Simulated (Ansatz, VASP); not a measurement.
# Cross-check of SrO between VASP and Ansatz

Aim: how closely do two programs agree when they are given the same cell, functional and k mesh? Valence electrons are named where the data sets of a main pair hold unlike numbers.

Method: plane waves, with VASP 6.6.1 beside it; band structure at HSE06 and band structure at HSE03, in Ansatz 0.2.0.

The database entry behind the starting cell differs from later determinations by our own check (about 0.5 % short), so it need not match the best structure at ambient conditions.

## Step 1: The starting structure

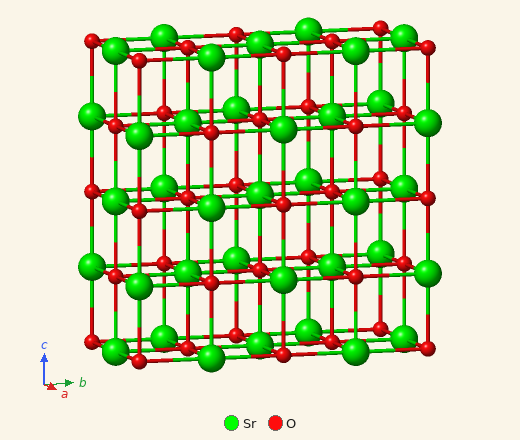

The starting structure, seen slightly off an axis (strontium green, oxygen red). 1×2×2 cells are drawn. This picture shows the conventional cell, with its axes. Some periodic images of atoms are drawn too.

## Step 2: Ansatz: band structure, HSE06

Ansatz runs on its default PAW (the set named soft_2) files.

Levels along a path test the potential and the projectors away from the mesh points.

Contents of input.yaml:

```yaml
crystal:
  lattice:
    - [0.0, 2.5663, 2.5663]
    - [2.5663, 0.0, 2.5663]
    - [2.5663, 2.5663, 0.0]
  atoms:
    - { symbol: Sr, position: [0.5, 0.5, 0.5] }
    - { symbol: O, position: [0.0, 0.0, 0.0] }
hamiltonian:
  xc: { exchange: pbe, correlation: pbe, exx: { coeff: 0.25, omega: 0.2 } }
  pseudopotentials: { kind: paw }
kpoints:
  mp_grid: { grid: [5, 5, 5] }
  band_path:
    path:
      - [0.0, 0.0, 0.0]
      - [0.5, 0.0, 0.5]
      - [0.5, 0.2, 0.7]
      - [0.4, 0.35, 0.75]
      - [0.15, 0.15, 0.3]
      - [0.2, 0.2, 0.2]
      - [0.55, 0.4, 0.55]
      - [0.6, 0.25, 0.65]
      - [0.5, 0.25, 0.75]
      - [0.5, 0.5, 0.5]
      - [0.375, 0.375, 0.75]
      - [0.5, 0.0, 0.5]
    npoints: 1
scf:
  occupations: { method: gaussian, width: 0.02 }
  n_extra_bands: 7
output:
  forces: true
  stress: true
  eigenvalues: true
```

Run with:

```
ansatz run input.yaml --threads 4 --pin off --max-ram 9216MiB --backend cpu --events-out ev --progress --plain --runs-dir out
```

Numbers of over 12 decimals in the logs are rounded to 6 here.

Output:

```text
Warning: output.stress: scf.convergence.dr2_threshold = 1e-7 eV (the SCF's general default) is looser than the 2e-10 eV advised for a printed stress (1e-10 eV for each atom of the cell: 2). What an SCF threshold leaves in a stress goes as its square root, and in the free energy as the threshold itself, and one threshold admits the most on a small cell: [figures from the program's tests cut] Set scf.convergence.dr2_threshold to 2e-10 eV or tighter. The threshold is an SCF's pass mark: one that does not reach it within its budget of iterations ends unconverged, or closes short of it on a stop that the run arms, and scf.convergence.dr2_threshold's page says what that costs each kind of run
Warning: output.stress: scf.exx.energy_threshold = 1e-6 eV is looser than the 2e-8 eV advised for a stress under a hybrid functional (1e-8 eV for each atom of the cell: 2). Every SCF of the exchange loop can meet its threshold on dr2 while the loop round them stops early: no threshold on dr2 bounds what that leaves in the stress. Set scf.exx.energy_threshold to 2e-8 eV or tighter. The threshold is the loop's pass mark: a loop that does not reach it within its budget of cycles ends unconverged, and scf.exx.energy_threshold's page has the law
scf.n_extra_bands = 7 over 8 filled bands (N_el = 16.0): the run solves 15 bands
Engine: ansatz 0.2.0, aarch64-unknown-linux-gnu
Pseudopotentials: kind: paw
Pseudopotential: Sr, paw, valence charge 10, recommended cutoff 420 eV (normal), Sr.paw.azcp
Pseudopotential: O, paw, valence charge 6, recommended cutoff 420 eV (normal), O.paw.azcp
Functional definition: unnamed
  parameter a_1 = 0.25
  parameter omega_1 = 0.2/angstrom
  exchange = pbe_x + (-a_1)*pbe_x_sr(omega_1) + a_1*exact_x_sr(omega_1)
  correlation = pbe_c
Crystal: 2 atoms, lattice volume = 33.803 Å³
Basis set: ecut = 420 eV, 645 PW (Γ), exchange–correlation on 50×50×50 points (8 copies of the dense FFT grid, shifted against one another)
Bands: 15, of which v1, the nominal top of the filled ones, is band 8 counted from 1 (7 counted from 0)
Symmetry: 48 space group operations
Space group: Fm-3m (ITA 225), of the structure as read, at distance tolerance 3.2e-5 Å
k-points: 10 of 125
Non-local potential: Sr, projectors of the file, l = 0: 3, l = 1: 2, l = 2: 2
Non-local potential: O, projectors of the file, l = 0: 2, l = 1: 2, l = 2: 1
PAW form: soft (Blöchl's): semilocal exchange-correlation on the pseudo side does not see the compensation charge
PAW frozen core: Sr, regenerated for the run's functional, and the local potential with it (the file was generated under x = pbe(κ = 0.804, μ = 0.219515), c = pbe(β = 0.066725))
PAW frozen core: O, regenerated for the run's functional, and the local potential with it (the file was generated under x = pbe(κ = 0.804, μ = 0.219515), c = pbe(β = 0.066725))
PAW one-centre angular grid: Sr, 110 points (default); XC on 64 Gauss nodes
PAW one-centre angular grid: O, 110 points (default); XC on 96 Gauss nodes
Initial density: superposition of atomic densities (neutral atoms: chi_scale 0, normalization atom), corrected by the library's trained network
Initial wavefunctions: pseudopotential atomic-orbital guess
Functional: x = pbe(κ = 0.804, μ = 0.219515), c = pbe(β = 0.066725), warm-up for x = pbe(κ = 0.804, μ = 0.219515) + 0.25 (exact − pbe) at short range (hse, ω = 0.2 Å⁻¹), c = pbe(β = 0.066725)
SCF iter   1: F=—  HF=-4114.615321 eV  |F-HF|=—  |Δ(HF+E_count)|=         —  Δρ=1.20e-3  dr2=2.98e-4  ethr=1.77e-3  ⟨swp⟩=2.0  Hψ=1065  notcnv=0
preconditioner: auto → none  [insulator: Δε(μ)=3.489 eV  Ē_g=18.259 eV  σ=0.020 eV  W_gap=1.00  n_scr=8 (ndim 8)  ℏωp=23.9 eV  f_vac=0.000  D(μ)=0.00/eV (n_scr^D=0)]
SCF iter   2: F=-4114.615432 eV  HF=-4114.615390 eV  |F-HF|=4.19e-5  |Δ(HF+E_count)|=   6.86e-5  Δρ=4.22e-4  dr2=3.04e-5  ethr=1.86e-6  ⟨swp⟩=3.6  Hψ=367  notcnv=0  defer=2
SCF 1 stopped early in 2 iterations: F = -4114.615432 eV  dr2 = 3.04e-5
  greatest PAW one-centre occupation: 0.987 electrons in one spin orbital (limit 2), on the Sr atom at site 0 (counted from 0), in its partial waves of l = 0
Initial density: handed on by an earlier stage of this run
Initial wavefunctions: those handed on with the density
Functional: x = pbe(κ = 0.804, μ = 0.219515) + 0.25 (exact − pbe) at short range (hse, ω = 0.2 Å⁻¹), c = pbe(β = 0.066725)
Exchange kernel: α = 0.2500, screened, ω = 0.2000 Å⁻¹, Wigner–Seitz truncation, v(0) = 1119.8294 eV·Å³, q-mesh 5×5×5, nearest image of the exchange supercell L = 18.15 Å, pair-density grid 15×15×15, without the augmentation charges, whose exchange is taken in its separable form by FFT convolution over the k-point mesh (sized by the pseudopotential files, 20×20×20 at the most), smooth part of the exact exchange by density-matrix convolution
Frozen-core exchange: fock
SCF iter   1: F=—  HF=-4116.982984 eV  |F-HF|=—  |Δ(HF+E_count)|=         —  Δρ=7.82e-3  dr2=3.49e-2  ethr=1.90e-6  ⟨swp⟩=5.9  Hψ=692  notcnv=0
preconditioner: auto → none  [insulator: Δε(μ)=5.166 eV  Ē_g=20.657 eV  σ=0.020 eV  W_gap=1.00  n_scr=8 (ndim 8)  ℏωp=23.9 eV  f_vac=0.000  D(μ)=0.00/eV (n_scr^D=0)]
SCF iter   2: F=—  HF=-4116.976538 eV  |F-HF|=—  |Δ(HF+E_count)|=   6.45e-3  Δρ=8.34e-3  dr2=1.62e-2  ethr=1.90e-6  ⟨swp⟩=4.8  Hψ=528  notcnv=0
SCF iter   3: F=—  HF=-4116.973120 eV  |F-HF|=—  |Δ(HF+E_count)|=   3.42e-3  Δρ=2.06e-3  dr2=1.68e-3  ethr=1.90e-6  ⟨swp⟩=4.0  Hψ=410  notcnv=0
SCF iter   4: F=—  HF=-4116.977520 eV  |F-HF|=—  |Δ(HF+E_count)|=   4.40e-3  Δρ=9.02e-4  dr2=4.30e-4  ethr=1.90e-6  ⟨swp⟩=3.1  Hψ=347  notcnv=0
iter 5 solved again at ethr=3.69e-8 eV; its pass at ethr=1.90e-6 eV (dr2=5.90e-6 eV) is discarded
SCF iter   5: F=—  HF=-4116.977414 eV  |F-HF|=—  |Δ(HF+E_count)|=   1.06e-4  Δρ=1.24e-4  dr2=8.40e-6  ethr=3.69e-8  ⟨swp⟩=2.7  Hψ=485  notcnv=0
SCF iter   6: F=-4116.977414 eV  HF=-4116.977414 eV  |F-HF|=1.24e-7  |Δ(HF+E_count)|=   4.83e-8  Δρ=2.19e-5  dr2=2.64e-6  ethr=3.65e-8  ⟨swp⟩=2.0  Hψ=231  notcnv=0
SCF 2 stopped early in 6 iterations: F = -4116.977414 eV  dr2 = 2.64e-6
hybrid outer 1: dexx = +5.174e-3 eV, tail = 1.13e-5 eV
Exchange kernel: α = 0.2500, screened, ω = 0.2000 Å⁻¹, Wigner–Seitz truncation, v(0) = 1119.8294 eV·Å³, q-mesh 5×5×5, nearest image of the exchange supercell L = 18.15 Å, pair-density grid 15×15×15, without the augmentation charges, whose exchange is taken in its separable form by FFT convolution over the k-point mesh (sized by the pseudopotential files, 20×20×20 at the most), smooth part of the exact exchange by density-matrix convolution
Frozen-core exchange: fock
SCF iter   1: F=—  HF=-4116.977480 eV  |F-HF|=—  |Δ(HF+E_count)|=         —  Δρ=1.23e-4  dr2=2.82e-6  ethr=3.54e-7  ⟨swp⟩=3.7  Hψ=407  notcnv=0
preconditioner: auto → none  [insulator: Δε(μ)=5.010 eV  Ē_g=20.608 eV  σ=0.020 eV  W_gap=1.00  n_scr=8 (ndim 8)  ℏωp=23.9 eV  f_vac=0.000  D(μ)=0.00/eV (n_scr^D=0)]
SCF iter   2: F=—  HF=-4116.977479 eV  |F-HF|=—  |Δ(HF+E_count)|=   7.56e-7  Δρ=1.31e-5  dr2=3.58e-8  ethr=1.74e-8  ⟨swp⟩=3.0  Hψ=257  notcnv=0
SCF iter   3: F=—  HF=-4116.977480 eV  |F-HF|=—  |Δ(HF+E_count)|=   3.13e-7  Δρ=8.11e-6  dr2=1.30e-8  ethr=7.11e-11  ⟨swp⟩=4.1  Hψ=396  notcnv=0
SCF iter   4: F=-4116.977480 eV  HF=-4116.977480 eV  |F-HF|=1.82e-12  |Δ(HF+E_count)|=   2.33e-9  Δρ=3.91e-7  dr2=2.40e-10  ethr=7.11e-11  ⟨swp⟩=3.0  Hψ=254  notcnv=0
SCF 3 converged in 4 iterations: F = -4116.977480 eV  dr2 = 2.40e-10
  Residual-converged pass: ⟨swp⟩=3.0  Hψ=284  notcnv=0  max |occ|·‖R‖ = 2.4e-6 eV (tolerance 2.4e-6 eV)  dr2=2.50e-10  dr2_onsite=2.68e-11  max |Δocc| = 0.0e0
hybrid outer 2: dexx = +3.934e-7 eV, tail = 3.65e-9 eV, Δε = 7.82e-4 eV (about 1.48e-5 eV left of the loop's levels)
NSCF: frozen V_eff on 12 k-points
hybrid SCF converged: 2 outer / 10 inner (+2 warm-up), last move |dexx| = 3.93e-7 eV, tail = 3.65e-9 eV
Stability not checked: this state was not tested for a lower state beside it, because the functional holds exact exchange (a hybrid, or Hartree-Fock), whose exchange loop this test does not read (fock_operator; see scf.lower_state_search)
Free energy (F): -4116.977480 eV
Frozen-core exchange: fock
Harris-Foulkes:  -4116.977480 eV  (|F-HF|=1.82e-12)
Internal energy: -4116.977480 eV  (E = F + TS)
E sigma→0 (E₀):  -4116.977480 eV
Fermi energy:    9.418216 eV
--- Per-component energies (eV) ---
  E_band       = -84.840748
  E_kinetic    = 424.383085
  E_local      = -861.009742  (includes V_loc(G=0)·N_el)
  E_nonlocal   = 248.600933
  E_hartree    = 233.965802
  E_xc         = -199.244626
  E_vxc        = -206.325650  (∫ρ·V_xc dr)
  E_exx        = -43.227928  (= α·E_x^exact, valence–valence)
  E_paw        = -2861.931438  (= ΣΔE_a)
  E_vpaw       = -71.967478  (= ΣTr[D̂ρ^β])
  E_aug_tail   = 0.002394  (compensation charges beyond the density's cutoff)
  E_ewald      = -1058.117221
  E_core_change = -0.398739  (= ΣΔE_core)
  E_smearing   = -0.000000  (= −TS)
  E_closure    = 0.000000  (closes the sum)
  Σ components = -4116.977480   (vs F -4116.977480, Δ=0.00e0)
--- Forces (eV/Å), atoms counted from 1 ---
  atom   1  Sr    -0.00000000    -0.00000000     0.00000000
  atom   2  O     -0.00000000    -0.00000000     0.00000000
  max |Σ_I F_I| component: 2.56e-30 eV/Å
--- Stress (GPa, compression-positive) ---
        1.160632      -0.000000      -0.000000
       -0.000000       1.160632      -0.000000
        0.000000       0.000000       1.160632
  P = ⅓ Tr σ = 1.1606 GPa (11.606 kbar)
--- Band table (eV; the first three rows and the last of 10) ---
  k-point 0: bands = [... 4 lower, -7.6197, 6.9125, 6.9125, 6.9125, 12.4728, 14.8806, 14.8806, 14.8806, ... 3 higher]
  k-point 1: bands = [... 4 lower, -7.1815, 5.9622, 6.4571, 6.4571, 14.0718, 14.6076, 15.6777, 15.6777, ... 3 higher]
  k-point 2: bands = [... 4 lower, -6.7150, 4.8304, 5.8260, 5.8260, 15.0569, 16.5340, 17.3735, 17.3735, ... 3 higher]
  k-point 9: bands = [... 4 lower, -7.2045, 5.6794, 6.1904, 6.5277, 13.8516, 15.7012, 17.5667, 19.3126, ... 3 higher]
```

Wall time 9.1 s (4 threads of Arm Neoverse V2, shared host); peak memory 0.74 GiB.

The column dr2 measures how far the density is from self-consistency, as an energy; F and HF (Harris–Foulkes) agree once it is small.

## Step 3: VASP: band structure, HSE06

The same cell, functional, mesh and smearing now go to VASP, with its own data sets.

Lines of VASP's logs that name or quote its potential files are left out, and so is its time.

The run reads the wave functions of an earlier VASP run, which isn't shown here.

Contents of INCAR:

```
SYSTEM = SrO
PREC = Accurate
ENCUT = 520
EDIFF = 1E-06
NELM = 100
ISMEAR = 0
SIGMA = 0.02
LREAL = .FALSE.
ALGO = Normal
LHFCALC = .TRUE.
AEXX = 0.25
GGA = PE
HFSCREEN = 0.2
LASPH = .TRUE.
NBANDS = 14
PRECFOCK = Fast
LORBIT = 11
LWAVE = .FALSE.
LCHARG = .FALSE.
KPAR = 4
```

Contents of POSCAR:

```
SrO
1.0
    0.0000000000      2.5663000000      2.5663000000
    2.5663000000      0.0000000000      2.5663000000
    2.5663000000      2.5663000000      0.0000000000
Sr O
1 1
Direct
    0.5000000000      0.5000000000      0.5000000000
    0.0000000000      0.0000000000      0.0000000000
```

Contents of KPOINTS:

```
Automatic mesh
0
Gamma
5 5 5
0 0 0
```

Contents of KPOINTS_OPT:

```
Line mode
6
Line-mode
Reciprocal
  0.00000000   0.00000000   0.00000000 GAMMA
  0.50000000   0.00000000   0.50000000 X

  0.50000000   0.00000000   0.50000000 X
  0.50000000   0.25000000   0.75000000 W

  0.50000000   0.25000000   0.75000000 W
  0.37500000   0.37500000   0.75000000 K

  0.37500000   0.37500000   0.75000000 K
  0.00000000   0.00000000   0.00000000 GAMMA

  0.00000000   0.00000000   0.00000000 GAMMA
  0.50000000   0.50000000   0.50000000 L

  0.50000000   0.50000000   0.50000000 L
  0.62500000   0.25000000   0.62500000 U

  0.62500000   0.25000000   0.62500000 U
  0.50000000   0.25000000   0.75000000 W

  0.50000000   0.25000000   0.75000000 W
  0.50000000   0.50000000   0.50000000 L

  0.50000000   0.50000000   0.50000000 L
  0.37500000   0.37500000   0.75000000 K

  0.62500000   0.25000000   0.62500000 U
  0.50000000   0.00000000   0.50000000 X
```

The projector-augmented-wave data sets are Sr_sv and O (PBE family, release 64).

Run with:

```
mpirun -np 4 vasp_std
```

Output:

```text
[banner, memory and clock lines left out]
running    4 mpi-ranks, on    1 nodes
 distrk:  each k-point on    1 cores,    4 groups
 distr:  one band on    1 cores,    1 groups

 POSCAR found type information on POSCAR SrO
 POSCAR found :  2 types and       2 ions
 LDA part: xc-table for (Slater+PW92), standard interpolation
 found WAVECAR, reading the header
 POSCAR, INCAR and KPOINTS ok, starting setup
 FFT: planning ... GRIDC
 FFT: planning ... GRID_SOFT
 FFT: planning ... GRID
 reading WAVECAR
 the WAVECAR file was read successfully
 initial charge from wavefunction
 entering main loop
       N       E                     dE             d eps       ncg     rms          rms(c)
DAV:   1    -0.142054109334E+02   -0.14205E+02   -0.23016E-01   286   0.578E+00    0.250E+00
DAV:   2    -0.142015976211E+02    0.38133E-02   -0.22087E-02   346   0.145E+00    0.122E+00
DAV:   3    -0.142011959098E+02    0.40171E-03   -0.32596E-03   310   0.529E-01    0.622E-01
DAV:   4    -0.142006778625E+02    0.51805E-03   -0.59288E-04   340   0.229E-01    0.346E-01
DAV:   5    -0.142005634278E+02    0.11443E-03   -0.25652E-04   334   0.136E-01    0.209E-01
DAV:   6    -0.142005239341E+02    0.39494E-04   -0.23806E-05   456   0.577E-02    0.118E-01
DAV:   7    -0.142005140971E+02    0.98369E-05   -0.89582E-06   344   0.332E-02    0.645E-02
DAV:   8    -0.142005120093E+02    0.20879E-05   -0.36969E-06   362   0.198E-02    0.362E-02
DAV:   9    -0.142005116215E+02    0.38774E-06   -0.10746E-06   200   0.111E-02
   1 F= -.14200512E+02 E0= -.14200512E+02  d E =-.788555E-29
 Start KPOINTS_OPT (optional k-point list driver)
k-point batch [1-10\60]
       N       E                     dE             ncg
DAV:   1    -0.955625889868E+03   -0.55499E+04      280
DAV:   2    -0.177481550005E+04   -0.81919E+03      354
DAV:   3    -0.183884625617E+04   -0.64031E+02      464
DAV:   4    -0.183999589278E+04   -0.11496E+01      342
DAV:   5    -0.184001054811E+04   -0.14655E-01      450
DAV:   6    -0.184001082294E+04   -0.27483E-03      376
DAV:   7    -0.184001082509E+04   -0.21490E-05      298
DAV:   8    -0.184001082517E+04   -0.85118E-07      218
[...]
k-point batch [51-60\60]
       N       E                     dE             ncg
DAV:   1    -0.103335957725E+04   -0.72391E+04      280
DAV:   2    -0.181249772366E+04   -0.77914E+03      384
DAV:   3    -0.186354887032E+04   -0.51051E+02      426
DAV:   4    -0.186464086001E+04   -0.10920E+01      408
DAV:   5    -0.186466620254E+04   -0.25343E-01      454
DAV:   6    -0.186466658466E+04   -0.38212E-03      392
DAV:   7    -0.186466658744E+04   -0.27795E-05      304
DAV:   8    -0.186466658753E+04   -0.97743E-07      272
```

From OUTCAR (step 3):

```text
ion  position               nearest neighbor table
   1  0.500  0.500  0.500-   2 2.57   2 2.57   2 2.57   2 2.57   2 2.57   2 2.57
   2  0.000  0.000  0.000-   1 2.57   1 2.57   1 2.57   1 2.57   1 2.57   1 2.57

  LATTYP: Found a face centered cubic cell.
 ALAT       =     5.1326000000

 Subroutine GETGRP returns: Found 48 space group operations
 (whereof 48 operations were pure point group operations)

The static configuration has the point symmetry O_h .

 Found     10 irreducible k-points:

   k-points           NKPTS =     10   k-points in BZ     NKDIM =    125   number of bands    NBANDS=     14

   dimension x,y,z NGX =    28 NGY =   28 NGZ =   28
   dimension x,y,z NGXF=    56 NGYF=   56 NGZF=   56

   ENCUT  =  520.0 eV  38.22 Ry    6.18 a.u.   6.75  6.75  6.75*2*pi/ulx,y,z

   NELECT =      16.0000    total number of electrons

 k-points in reciprocal lattice and weights: Automatic mesh
   0.00000000  0.00000000  0.00000000       0.008
   0.20000000  0.00000000  0.00000000       0.064
   0.40000000  0.00000000  0.00000000       0.064
   0.20000000  0.20000000  0.00000000       0.048
   0.40000000  0.20000000  0.00000000       0.192
  -0.40000000  0.20000000  0.00000000       0.192
  -0.20000000  0.20000000  0.00000000       0.096
   0.40000000  0.40000000  0.00000000       0.048
  -0.40000000  0.40000000  0.00000000       0.096
  -0.40000000  0.40000000  0.20000000       0.192

  exchange ACFDT corr.  =         0.00000000  see jH, gK, PRB 81, 115126

 average (electrostatic) potential at core
       1 -32.1039       2 -64.3756

 E-fermi :   0.7610

 k-point     1 :       0.0000    0.0000    0.0000
  band No.  band energies     occupation
    ...
      4     -14.0440      2.00000
      5     -14.0440      2.00000
      6       0.6076      2.00000
      7       0.6077      2.00000
      8       0.6077      2.00000
      9       6.1408      0.00000
     10       8.5196      0.00000
     11       8.5196      0.00000
     12       8.5196      0.00000
     13      10.7822      0.00000
    ...

 k-point     2 :       0.2000    0.0000    0.0000
  band No.  band energies     occupation
    ...
      4     -14.0710      2.00000
      5     -13.5873      2.00000
      6      -0.3551      2.00000
      7       0.1406      2.00000
      8       0.1406      2.00000
      9       7.7411      0.00000
     10       8.2697      0.00000
     11       9.3240      0.00000
     12       9.3240      0.00000
     13      11.8321      0.00000
    ...

 k-point     3 :       0.4000    0.0000    0.0000
  band No.  band energies     occupation
    ...
      4     -14.1138      2.00000
      5     -13.1075      2.00000
      6      -1.5024      2.00000
      7      -0.5044      2.00000
      8      -0.5044      2.00000
      9       8.7170      0.00000
     10      10.2325      0.00000
     11      11.0168      0.00000
     12      11.0168      0.00000
     13      13.9857      0.00000
    ...

  energy-cutoff  :      520.00
  volume of cell :       33.80
      direct lattice vectors                 reciprocal lattice vectors
     0.000000000  2.566300000  2.566300000    -0.194833028  0.194833028  0.194833028
     2.566300000  0.000000000  2.566300000     0.194833028 -0.194833028  0.194833028
     2.566300000  2.566300000  0.000000000     0.194833028  0.194833028 -0.194833028

 POSITION                                       TOTAL-FORCE (eV/Angst)
 -----------------------------------------------------------------------------------
      2.56630      2.56630      2.56630         0.000000     -0.000000      0.000000
      0.00000      0.00000      0.00000         0.000000      0.000000      0.000000
 -----------------------------------------------------------------------------------
    total drift:                               -0.000000      0.000002     -0.000001

  FREE ENERGIE OF THE ION-ELECTRON SYSTEM (eV)
  ---------------------------------------------------
  free  energy   TOTEN  =       -14.2005116215 eV

  energy  without entropy=      -14.2005116215  energy(sigma->0) =      -14.20051162

 total charge
# of ion       s       p       d       tot
------------------------------------------
    1        2.014   5.864   0.230   8.109
    2        1.555   3.458   0.000   5.013
--------------------------------------------------
tot          3.569   9.322   0.230  13.122

[... 3 further parts left out ...]
```

The k-mesh is coarse for exact exchange; levels may shift by about 0.1 eV on a finer one.

(Part 1 of 2 ends here.)

[Lines on the potential files, build, host, timing and source positions are cut from VASP's logs without a mark.]

[Logs are printed without paths, hosts, clocks, repeated set-up lines and the standing remarks that a program may print on its own settings, such as how far it seeks lower states.]

[Hosts, paths, dates, database ids (printed as entryN), source tags and the programs' standing remarks are cut or masked in the printed files.]
